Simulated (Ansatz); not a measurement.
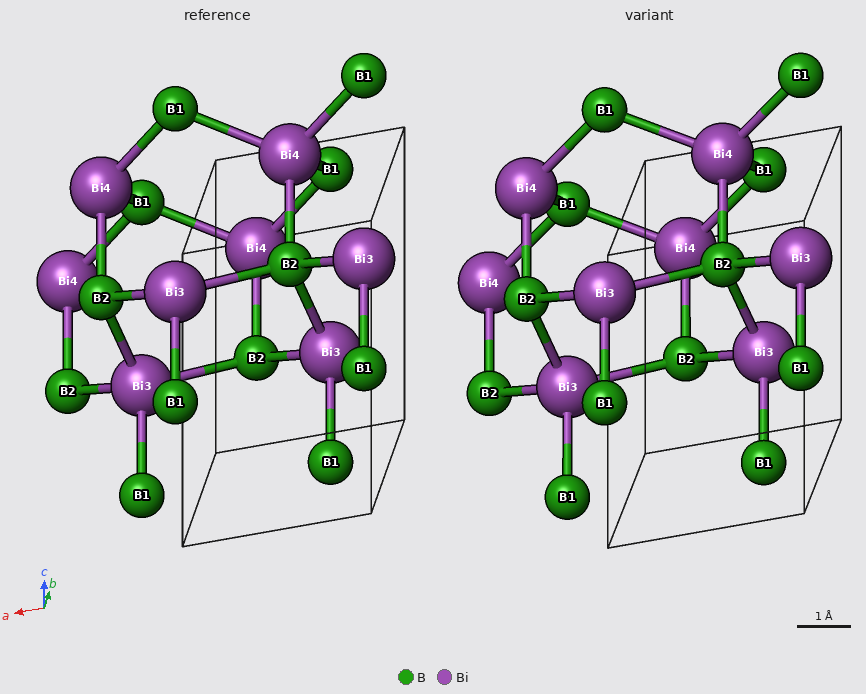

Left: crystalline BiB (built on the wurtzite type) at its r2SCAN-relaxed geometry. Right: the same structure after one change, at the same scale. Style: ball-and-stick. Shown: the cell of the calculation, repeated 2 × 2 × 1 with one cell outlined, from a free direction.

The calculation used DFT, HSE06, plane waves, PAW (Ansatz). (plane-wave cutoff 420 eV; k-point mesh 6 × 6 × 4; occupations fermi dirac; smearing width 0.02 eV; no spin polarisation)

> Which change leads from the left to the right?

The cell is strained by +4.0 % along a and none across it (volume +4.0 %). The atoms were relaxed with r2SCAN under that strain, and this is a single point on that geometry.

> And its effect?

The energy rises by 25.6 meV per atom. Pressure: −1.7 GPa before, −4.5 GPa after. The principal stresses (compression positive) are −2.6 GPa along c, −2.9 GPa along [1 2 0], −7.9 GPa along a. The largest forces, 0.019 eV/Å, act on Bi3 and Bi4. Near-neighbour distances before and after: B–Bi 2.371 → 2.387 to 2.420 Å, B–Bi 2.388 → 2.401 Å. The space group (tolerance 0.01 Å) goes from P6_3mc (No. 186) to Cmc2_1 (No. 36).
